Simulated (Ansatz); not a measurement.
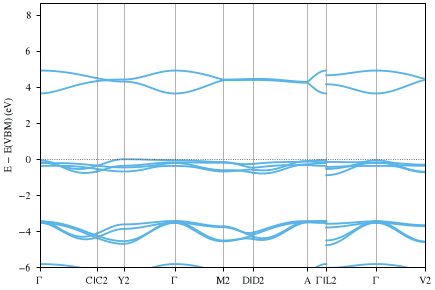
Figure. Band structure from r²SCAN+D4 in the plane-wave PAW code Ansatz

Q: Read off the gap and where the band edges lie.

A: About 3.6 eV (3.64 eV by a search for the band edges); maximum at Y2, minimum at Γ.

The material is F in space group C2/m (No. 12; F on 4i, F on 4i).

The workflow started from a Materials Project entry (that database holds measured and hypothetical structures alike); the Crystallography Open Database files this formula in space group No. 12, but the cells were not matched. It is not the usual solid phase (space group No. 15). The r²SCAN+D4 relaxation kept the symmetry of its start; whether a distortion lowers the energy is not shown. The substance is a gas or liquid at ambient conditions.

Potentials: the later of the program's two PAW sets.
